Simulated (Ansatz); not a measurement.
# CoSi2 (Fm-3m): zone-centre modes under pressure

Wanted: Grüneisen parameters and pressure coefficients of the modes of CoSi2 (Fm-3m).

Method: DFT LDA, scalar-relativistic, plane waves, PAW; PAW set soft_1, in Ansatz 0.2.0.

The database entry behind the starting cell differs from later determinations by our own check (0.1 to 0.3 % short, probably kX units), so it need not match the best structure at ambient conditions.

### 1. The starting structure

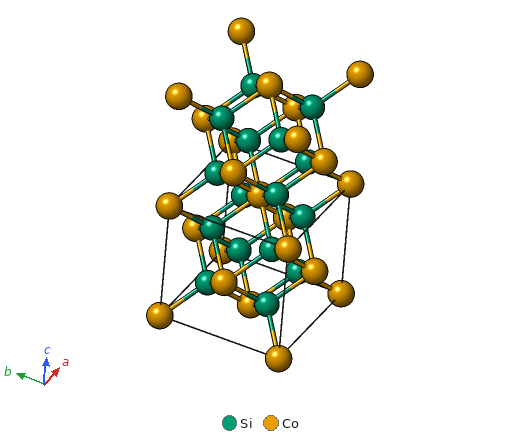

The starting structure, seen from a free direction (silicon teal, cobalt orange). 1×1×2 cells are drawn. This picture shows the conventional cell, with its axes. Some periodic images of atoms are drawn too.

Coordinates:

```cif
data_structure
_symmetry_space_group_name_H-M 'Fm-3m'
_symmetry_Int_Tables_number 225
_cell_length_a 5.3560
_cell_length_b 5.3560
_cell_length_c 5.3560
_cell_angle_alpha 90.000
_cell_angle_beta 90.000
_cell_angle_gamma 90.000
_cell_volume 153.65
loop_
_atom_site_label
_atom_site_type_symbol
_atom_site_symmetry_multiplicity
_atom_site_Wyckoff_symbol
_atom_site_fract_x
_atom_site_fract_y
_atom_site_fract_z
_atom_site_occupancy
Si1 Si 8 c 0.25000 0.75000 0.75000 1
Co1 Co 4 a 0.00000 0.00000 0.00000 1
```

### 2. A rough relaxation first

A rough relaxation comes first, because large forces or stress need no tight tolerances yet.

Contents of input.yaml:

```yaml
crystal:
  lattice:
    - [0.0, 2.678, 2.678]
    - [2.678, 0.0, 2.678]
    - [2.678, 2.678, 0.0]
  atoms:
    - { symbol: Si, position: [0.25, 0.25, 0.25] }
    - { symbol: Si, position: [0.75, 0.75, 0.75] }
    - { symbol: Co, position: [0.0, 0.0, 0.0] }
kpoints:
  mp_grid: { grid: [6, 6, 6] }
hamiltonian:
  xc: lda
  pseudopotentials: { kind: paw, azcp: { folder: soft_1 }, xc_functional: pbe }
scf:
  occupations: { method: gaussian, width: 0.1 }
output:
  forces: true
  stress: true
  eigenvalues: true
relax:
  adjacent_minimum: "off"
  f_tol: 0.05
  max_steps: 80
  cell: { stress_tol: 0.5 }
```

Launch:

```
$ ansatz run input.yaml --threads 4 --pin off --max-ram 10240MiB --backend cpu --events-out ev --progress --plain --runs-dir out
```

Numbers of over 12 decimals in the logs are rounded to 6 here.

What it wrote:

```text
The last accepted step is kept in <dir> (removed where the run ends without a failure and the disk answers)
Engine: ansatz 0.2.0, x86_64-unknown-linux-gnu
Pseudopotentials: kind: paw
Pseudopotential: Si, paw, valence charge 4, recommended cutoff 420 eV (normal), soft_1/Si.paw.azcp
Pseudopotential: Co, paw, valence charge 17, recommended cutoff 420 eV (normal), soft_1/Co.paw.azcp
Functional definition: SPW92
[...]
F+E_penalty+E_count = -6281.92110925 eV   max|allowed force component| = 1.388e-16 eV/Å   (the final SCF, on the basis selected at the relaxed cell)
  cell:  # Å, volume = 36.6240 Å³
    - [0, 2.635797, 2.635797]
    - [2.635797, 0, 2.635797]
    - [2.635797, 2.635797, 0]
  atoms:
    - { symbol: Si, position: [0.25, 0.25, 0.25] }
    - { symbol: Si, position: [0.750000, 0.750000, 0.750000] }
    - { symbol: Co, position: [0, 0, 0] }
[key lines of the parts left out:]
SCF converged after 6 iterations
Free energy (F): -6281.921109 eV
Fermi energy:    13.541714 eV
P = ⅓ Tr σ = 0.3438 GPa (3.438 kbar)
```

The job ended after 1.3 s (4 threads of AMD EPYC 7B13 (Zen 3), shared host; peak memory 0.37 GiB; 3.6 s of CPU time).

This run has no spin polarisation, although Co can carry a moment.

Step by step:

```
step  energy less that of the first step (eV)  largest force component (eV/Å)  pressure (GPa)  volume (Å³)
   1                                   0.0000                          0.0000           -8.39        38.41
   2                                  -0.0393                          0.0000           -3.68        37.39
   3                                  -0.0476                          0.0000            0.34        36.62
  4*                                  -0.0471                          0.0000            0.34        36.62
```

Relaxation steps marked * repeat the geometry before them on a plane-wave basis chosen anew for their cell, so energy and pressure can jump there.

The run keeps the 48 symmetry operations that it works with, so distortions that break them were not tested.

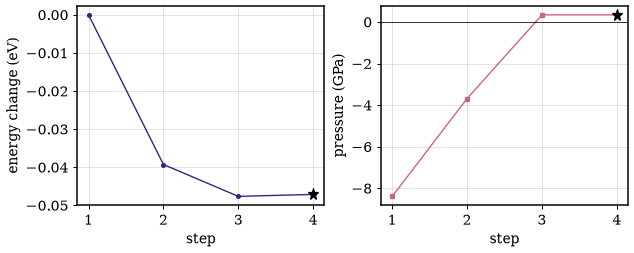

Energy and pressure along the relaxation. Stars mark steps on a basis chosen anew.

```csv
"conventional cell, symmetrised",before,after,change
a (Å),5.356,5.272,-1.6 %
b (Å),5.356,5.272,-1.6 %
c (Å),5.356,5.272,-1.6 %
volume (Å³/atom),12.80,12.21,-4.7 %
```

The relaxed structure:

```cif
data_structure
_symmetry_space_group_name_H-M 'P 1'
_symmetry_Int_Tables_number 1
_cell_length_a 3.7276
_cell_length_b 3.7276
_cell_length_c 3.7276
_cell_angle_alpha 60.000
_cell_angle_beta 60.000
_cell_angle_gamma 60.000
_cell_volume 36.62
loop_
_atom_site_label
_atom_site_type_symbol
_atom_site_fract_x
_atom_site_fract_y
_atom_site_fract_z
_atom_site_occupancy
Si1 Si 0.25000 0.25000 0.25000 1
Si2 Si 0.75000 0.75000 0.75000 1
Co3 Co 0.00000 0.00000 0.00000 1
```

Numbers from this step:

| Quantity | Value |
| --- | --- |
| pressure | 0.3438 GPa |
| volume per atom | 12.21 Å³ |
| gap on the k-mesh | 0 eV |

In this step the volume went from 12.80 to 12.21 Å³/atom.

### 3. Bringing the structure to rest

The cell and atoms are relaxed, since residual forces and stress would shift the frequencies.

input.yaml, the sections that differ from step 2:

```yaml
crystal:
  lattice:
    - [0.0, 2.6357970644, 2.6357970644]
    - [2.6357970644, 0.0, 2.6357970644]
    - [2.6357970644, 2.6357970644, 0.0]
  atoms:
    - { symbol: Si, position: [0.25, 0.25, 0.25] }
    - { symbol: Si, position: [0.75, 0.75, 0.75] }
    - { symbol: Co, position: [0.0, 0.0, 0.0] }
kpoints:
  mp_grid: { grid: [14, 14, 14] }
output:
  forces: true
  stress: true
  eigenvalues: true
  write_density: true
  write_potential: true
  elf: true
  volumetric_format: npy
relax:
  adjacent_minimum: "off"
  f_tol: 0.005
  max_steps: 80
  cell: { stress_tol: 0.05 }
# hamiltonian, scf: as in step 2
```

What it wrote:

```text
[...]
Crystal: 3 atoms, lattice volume = 36.624 Å³
Basis set: ecut = 420 eV, 725 PW (Γ)
Bands: 17, of which v1, the nominal top of the filled ones, is band 13 counted from 1 (12 counted from 0)
Symmetry: 48 space group operations
[...]
k-points: 104 of 2744
[...]
SCF iter   1: F=—  HF=-6283.239880 eV  |F-HF|=—  |Δ(HF+E_count)|=         —  Δρ=1.40e-1  dr2=8.18e0  ethr=3.10e-3  ⟨swp⟩=5.5  Hψ=9198  notcnv=0
[...]
SCF iter   9: F=-6281.928703 eV  HF=-6281.928703 eV  |F-HF|=9.15e-10  |Δ(HF+E_count)|=   1.82e-8  Δρ=1.59e-6  dr2=1.21e-9  ethr=4.00e-10  ⟨swp⟩=7.7  Hψ=9507  notcnv=0
SCF 1 converged in 9 iterations: F = -6281.928703 eV  dr2 = 1.21e-9
[...]
relax step   1: F+E_penalty+E_count = -6281.92870323 eV  Δ(F+E_penalty+E_count) = +0.000e0 eV  max|allowed force component| = 2.159e-17 eV/Å  Δτ_max = 0.0000 Å  P = +0.320 GPa  Ω = 36.624 Å³  (9 SCF iters, dr2 threshold 1.00e-7 eV, accepted)
Crystal: 3 atoms, lattice volume = 36.656 Å³
[...]
SCF iter   6: F=-6281.928738 eV  HF=-6281.928738 eV  |F-HF|=3.82e-11  |Δ(HF+E_count)|=  7.09e-11  Δρ=4.49e-7  dr2=9.54e-11  ethr=7.30e-12  ⟨swp⟩=4.8  Hψ=8445  notcnv=0
SCF 2 converged in 6 iterations: F = -6281.928738 eV  dr2 = 9.54e-11
relax step   2: F+E_penalty+E_count = -6281.92873821 eV  Δ(F+E_penalty+E_count) = -3.498e-5 eV  max|allowed force component| = 1.172e-16 eV/Å  Δτ_max = 0.0000 Å  P = +0.139 GPa  Ω = 36.656 Å³  energy of the carried Pulay correction = -1.146e-5 eV  (6 SCF iters, dr2 threshold 2.56e-7 eV, accepted)
Crystal: 3 atoms, lattice volume = 36.681 Å³
[...]
SCF iter   6: F=-6281.928740 eV  HF=-6281.928740 eV  |F-HF|=2.82e-11  |Δ(HF+E_count)|=  2.82e-11  Δρ=3.45e-7  dr2=5.49e-11  ethr=4.31e-12  ⟨swp⟩=4.5  Hψ=8322  notcnv=0
SCF 3 converged in 6 iterations: F = -6281.928740 eV  dr2 = 5.49e-11
relax step   3: F+E_penalty+E_count = -6281.92874023 eV  Δ(F+E_penalty+E_count) = -2.014e-6 eV  max|allowed force component| = 5.089e-17 eV/Å  Δτ_max = 0.0000 Å  P = +0.000 GPa  Ω = 36.681 Å³  energy of the carried Pulay correction = -2.024e-5 eV  (6 SCF iters, dr2 threshold 4.82e-8 eV, accepted)
[...]
SCF iter   8: F=-6281.928763 eV  HF=-6281.928763 eV  |F-HF|=0.00e0  |Δ(HF+E_count)|=  3.64e-12  Δρ=4.89e-9  dr2=4.04e-15  ethr=1.00e-12  ⟨swp⟩=2.2  Hψ=5095  notcnv=0
SCF 4 converged in 8 iterations: F = -6281.928763 eV  dr2 = 4.04e-15
relax step   4: F+E_penalty+E_count = -6281.92876342 eV  Δ(F+E_penalty+E_count) = -2.320e-5 eV  max|allowed force component| = 6.785e-17 eV/Å  Δτ_max = 0.0000 Å  P = +0.000 GPa  Ω = 36.681 Å³  stress off target by 1.76e-4 GPa  SCF on the basis re-selected at this cell (its energy is not comparable with the rows above)  (8 SCF iters)
basis re-selected at this cell: Δ(F+E_penalty+E_count) = -2.320e-5 eV, ΔP = -0.000 GPa vs the last step (what re-selecting the basis moved, of the pressure what is left beyond the Pulay correction that the steps carried, after the strain that the cell walked since its last selection, with what the two solves' SCF thresholds leave and, on support functions, any second-order correction that the steps lacked; it is no m [...]
SCF converged after 8 iterations
Free energy (F): -6281.928763 eV
[...]
Internal energy: -6281.923701 eV  (E = F + TS)
E sigma→0 (E₀):  -6281.926232 eV
Entropy (-TS):   -0.005062 eV (-1.687 meV/atom)
Fermi energy:    13.383348 eV
[...]
--- Stress (GPa, compression-positive) ---
        0.000176      -0.000000      -0.000000
       -0.000000       0.000176      -0.000000
       -0.000000      -0.000000       0.000176
  P = ⅓ Tr σ = 0.0002 GPa (0.002 kbar)
--- Band table (eV; the first three rows and the last of 104) ---
  k-point 0: bands = [... 9 lower, 11.2982, 14.4745, 16.8356, 16.8356, 16.8356, 16.9781, 16.9781, 16.9781]
  k-point 1: bands = [... 9 lower, 11.2731, 14.5100, 15.6268, 16.2398, 16.2398, 17.6104, 17.6104, 18.2719]
  k-point 2: bands = [... 9 lower, 11.2131, 13.8983, 15.3149, 15.5974, 15.5974, 17.9807, 17.9807, 18.6725]
  k-point 103: bands = [... 9 lower, 11.0204, 11.2344, 11.7893, 12.6088, 16.6209, 17.8497, 18.7245, 20.7198]
--- Relaxed structure (3 steps of the walk, 3 accepted, 1 SCFs on fresh bases) ---
[...]
cell:  # Å, volume = 36.6813 Å³
    - [0, 2.637171, 2.637171]
    - [2.637171, 0, 2.637171]
    - [2.637171, 2.637171, 0]
  atoms:
    - { symbol: Si, position: [0.25, 0.25, 0.25] }
    - { symbol: Si, position: [0.75, 0.75, 0.75] }
    - { symbol: Co, position: [0, 0, 0] }
```

It took 4.1 s on 4 threads; peak memory 0.44 GiB; 14 s of CPU time.

Little changed from the start: no atom moved by 0.005 Å and no cell edge by 0.1 %.

Numbers from this step:

| Quantity | Value |
| --- | --- |
| pressure | 1.76e-4 GPa |
| volume per atom | 12.23 Å³ |

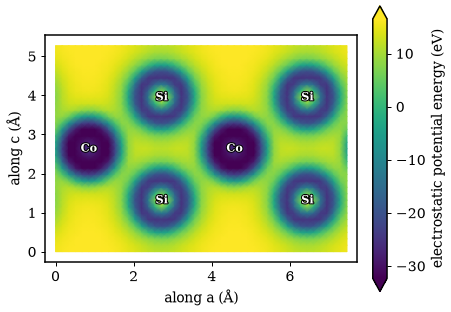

Electrostatic potential energy in the ac plane of a cell with a along [110], b along [-110] and c along [001] of the cube at fractional y = 0.500, with atoms of Si and Co within 0.2 Å of it. With pseudopotentials it is smooth inside the atoms' cores, unlike the true potential. The map starts off the cell's origin, so that atoms lie inside it.

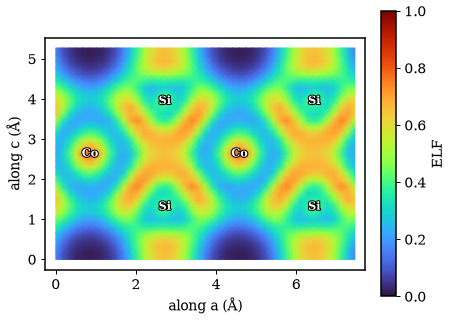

ELF in the ac plane of a cell with a along [110], b along [-110] and c along [001] of the cube at fractional y = 0.500, with atoms of Si and Co within 0.2 Å of it. It is the smooth field of the valence electrons, not physical close to the nuclei. The map starts off the cell's origin, so that atoms lie inside it.

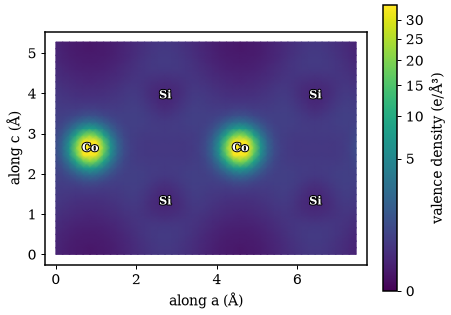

Valence density in the ac plane of a cell with a along [110], b along [-110] and c along [001] of the cube at fractional y = 0.500, with atoms of Si and Co within 0.2 Å of it. It is the smooth field of the valence electrons, not physical close to the nuclei. The map starts off the cell's origin, so that atoms lie inside it. The colour scale is stretched toward low values.

In this step the volume went from 12.21 to 12.23 Å³/atom.

### 4. Tight relaxation

Phonons need small forces and stress, so the relaxation is finished with tight tolerances on 16×16×16 k points.

input.yaml, the sections that differ from step 3:

```yaml
crystal:
  lattice:
    - [0.0, 2.637170851, 2.637170851]
    - [2.637170851, 0.0, 2.637170851]
    - [2.637170851, 2.637170851, 0.0]
  atoms:
    - { symbol: Si, position: [0.25, 0.25, 0.25] }
    - { symbol: Si, position: [0.75, 0.75, 0.75] }
    - { symbol: Co, position: [0.0, 0.0, 0.0] }
kpoints:
  mp_grid: { grid: [16, 16, 16] }
scf:
  occupations: { method: methfessel_paxton, width: 0.2 }
relax:
  adjacent_minimum: "off"
  f_tol: 0.001
  max_steps: 60
  cell: { stress_tol: 0.01 }
# hamiltonian, output: as in step 3
```

What it wrote:

```text
[...]
Crystal: 3 atoms, lattice volume = 36.681 Å³
Basis set: ecut = 420 eV, 725 PW (Γ)
Bands: 17, of which v1, the nominal top of the filled ones, is band 13 counted from 1 (12 counted from 0)
Symmetry: 48 space group operations
[...]
k-points: 145 of 4096
[...]
k-point 144: bands = [... 9 lower, 10.9095, 11.2381, 11.7949, 12.6429, 17.1985, 17.1985, 19.2320, 20.1384]
--- Relaxed structure (3 steps of the walk, 3 accepted, 1 SCFs on fresh bases) ---
[...]
cell:  # Å, volume = 36.6754 Å³
    - [0, 2.637030, 2.637030]
    - [2.637030, 0, 2.637030]
    - [2.637030, 2.637030, 0]
  atoms:
    - { symbol: Si, position: [0.25, 0.25, 0.25] }
    - { symbol: Si, position: [0.750000, 0.750000, 0.750000] }
    - { symbol: Co, position: [0, 0, 0] }
[key lines of the parts left out:]
SCF converged after 6 iterations
Free energy (F): -6281.925962 eV
Fermi energy:    13.348451 eV
P = ⅓ Tr σ = -0.0000 GPa (-0.000 kbar)
```

Wall time 5 s (4 threads); peak memory 0.47 GiB; 17 s of CPU time.

Little changed from the start: no atom moved by 0.005 Å and no cell edge by 0.1 %.

This step gave:

| Item | Value |
| --- | --- |
| pressure | -2.63e-5 GPa |

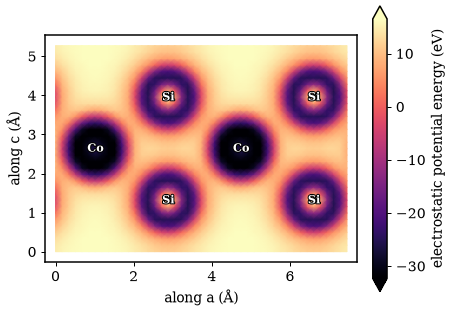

Electrostatic potential energy in the ac plane of a cell with a along [110], b along [-110] and c along [001] of the cube at fractional y = 0.000, with atoms of Si and Co within 0.2 Å of it. With pseudopotentials it is smooth inside the atoms' cores, unlike the true potential. The map starts off the cell's origin, so that atoms lie inside it.

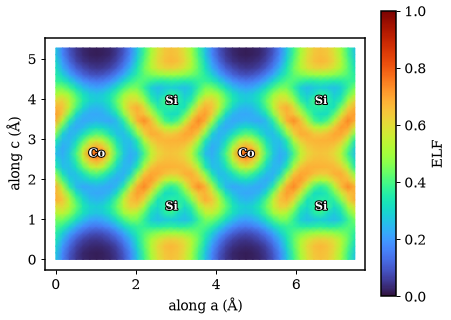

ELF in the ac plane of a cell with a along [110], b along [-110] and c along [001] of the cube at fractional y = 0.000, with atoms of Si and Co within 0.2 Å of it. It is the smooth field of the valence electrons, not physical close to the nuclei. The map starts off the cell's origin, so that atoms lie inside it.

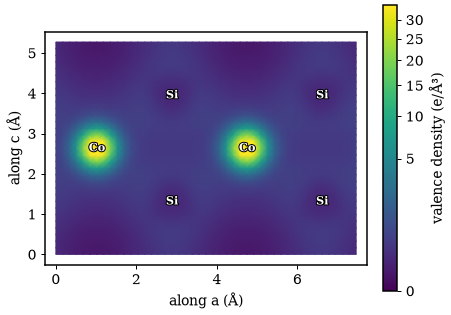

Valence density in the ac plane of a cell with a along [110], b along [-110] and c along [001] of the cube at fractional y = 0.000, with atoms of Si and Co within 0.2 Å of it. It is the smooth field of the valence electrons, not physical close to the nuclei. The map starts off the cell's origin, so that atoms lie inside it. The colour scale is stretched toward low values.

The forces vanish by symmetry and the pressure is 0.000 GPa, within the tolerances set. The cell now holds 12.23 Å³/atom.

### 5. Modes at rest

Phonons follow from the second derivative of the energy, found here by linear response.

The modes at rest are the reference of the series.

input.yaml, the sections that differ from step 4:

```yaml
crystal:
  lattice:
    - [0.0, 2.6370298316, 2.6370298316]
    - [2.6370298316, 0.0, 2.6370298316]
    - [2.6370298316, 2.6370298316, 0.0]
  atoms:
    - { symbol: Si, position: [0.25, 0.25, 0.25] }
    - { symbol: Si, position: [0.75, 0.75, 0.75] }
    - { symbol: Co, position: [0.0, 0.0, 0.0] }
output:
  eigenvalues: true
phonons:
  method: dfpt
# kpoints, hamiltonian, scf: as in step 4
# relax: removed
```

What it wrote:

```text
zone centre: on kpoints.mp_grid the ground state, and the responses unless they are solved on pairs of k-points, stand on 349 of the mesh's 4096 k-points, reduced under 8 symmetry operations, with k and −k counted as one. Each operation leaves every solved displacement unchanged or reverses it
[...]
Crystal: 3 atoms, lattice volume = 36.675 Å³
Basis set: ecut = 420 eV, 725 PW (Γ), exchange–correlation on 50×50×50 points (8 copies of the dense FFT grid, shifted against one another)
Bands: 17, of which v1, the nominal top of the filled ones, is band 13 counted from 1 (12 counted from 0)
Symmetry: 48 space group operations
k-points: 349 of 4096 (irreducible under 8 space group operations, time reversal used)
[...]
SCF iter   1: F=—  HF=-6283.241024 eV  |F-HF|=—  |Δ(HF+E_count)|=         —  Δρ=1.40e-1  dr2=8.20e0  ethr=3.10e-3  ⟨swp⟩=5.0  Hψ=30118  notcnv=0
[...]
SCF iter  10: F=-6281.925962 eV  HF=-6281.925962 eV  |F-HF|=4.55e-12  |Δ(HF+E_count)|=  4.18e-10  S|Δr|=    0.00e0  Δρ=1.93e-7  dr2=7.47e-12  ethr=1.00e-12  ⟨swp⟩=5.9  Hψ=32242  notcnv=0
SCF 1 converged in 10 iterations: F = -6281.925962 eV  dr2 = 7.47e-12
[...]
DFPT response loops at Γ: preconditioner auto → Kerker (q_TF=auto, 2.559 Å⁻¹) (partly filled bands, converged f_vac=0.000); β = 1.00, the filter's whole step (`scf.mixing.beta` (0.50) is not read by the response loops under this deck's `scf.mixing.preconditioner`; to damp them name `kerker` or `kerker_dos`, under which they read `scf.mixing.beta`, and type it under 1.00, their step now; both keys bind the ground state too); Broyden in place of MSR1
SCF converged after 10 iterations
[...]
Free energy (F): -6281.925962 eV
[...]
Internal energy: -6281.926791 eV  (E = F + TS)
E sigma→0 (E₀):  -6281.926170 eV
Entropy (-TS):   0.000829 eV (0.276 meV/atom)
Fermi energy:    13.348450 eV
[...]
--- Band table (eV; the first three rows and the last of 349) ---
  k-point 0: bands = [... 9 lower, 11.3010, 14.4779, 16.8384, 16.8384, 16.8384, 16.9820, 16.9820, 16.9820]
  k-point 1: bands = [... 9 lower, 11.2816, 14.5158, 15.7657, 16.3235, 16.3235, 17.5275, 17.5275, 18.1103]
  k-point 2: bands = [... 9 lower, 11.2322, 14.1487, 15.2732, 15.7618, 15.7618, 17.9915, 17.9915, 18.7199]
  k-point 348: bands = [... 9 lower, 10.9095, 11.2381, 11.7949, 12.6429, 17.1985, 17.1985, 19.2320, 20.1384]
--- Phonons (Γ-DFPT): 2 representative perturbations + reference, on 349 of 4096 k-points (Σ response iterations 6) ---
  k mesh reduced under 8 symmetry operations, with k and −k counted as one. Each operation leaves every solved displacement unchanged or reverses it
  ASR residual: 4.199e-5 → 0.000e0 eV/Å²; symmetrization residual: 6.781e-7 eV/Å²
  ASR residual per site (eV/Å²): 4.20e-5 4.20e-5 6.79e-6
  Γ frequencies (cm⁻¹): 0.00 0.00 0.00 347.60 347.60 347.60 348.13 348.13 348.13
  non-analytic LO–TO correction: not included (Born effective charges unavailable; polar crystals: no LO–TO splitting at Γ)
```

Elapsed: 14 s, on 4 threads; peak memory 0.95 GiB.

Numbers from this step:

```
sum-rule residual before enforcement                    : 4.20e-5 eV/Å²
point group                                             : m-3m
highest optical mode at the zone centre (no LO-TO term) : 348.1 cm⁻¹
lowest optical zone-centre mode                         : 347.6 cm⁻¹
```

Patterns of degenerate modes are one choice out of their space. Modes at Γ, with each element's share of the kinetic energy:

```
mode  frequency (cm⁻¹)  symmetry  Si %  Co %
   1               0.0  acoustic    49    51
   2               0.0  acoustic    49    51
   3               0.0  acoustic    49    51
   4             347.6       T2g   100     0
   5             347.6       T2g   100     0
   6             347.6       T2g   100     0
   7             348.1       T1u    51    49
   8             348.1       T1u    51    49
   9             348.1       T1u    51    49
```

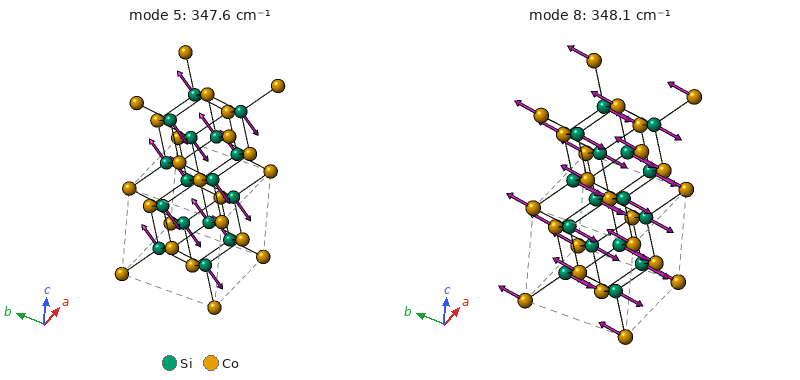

Displacement patterns of modes 5 and 8 at Γ; arrows are exaggerated. 1×1×2 conventional cells are drawn. Some periodic images of atoms are drawn too.

Before it was imposed, the acoustic sum rule was missed by 4.2e-5 eV/Å². Small misses are needed for a sound result but don't prove that mesh and cutoff are converged. The lowest optical mode is real, 348 cm⁻¹.

(Part 1 of 2 ends here.)

[Logs are printed without paths, hosts, clocks, repeated set-up lines and the standing remarks that a program may print on its own settings, such as how far it seeks lower states.]

[Hosts, paths, dates, database ids (printed as entryN), source tags and the programs' standing remarks are cut or masked in the printed files.]
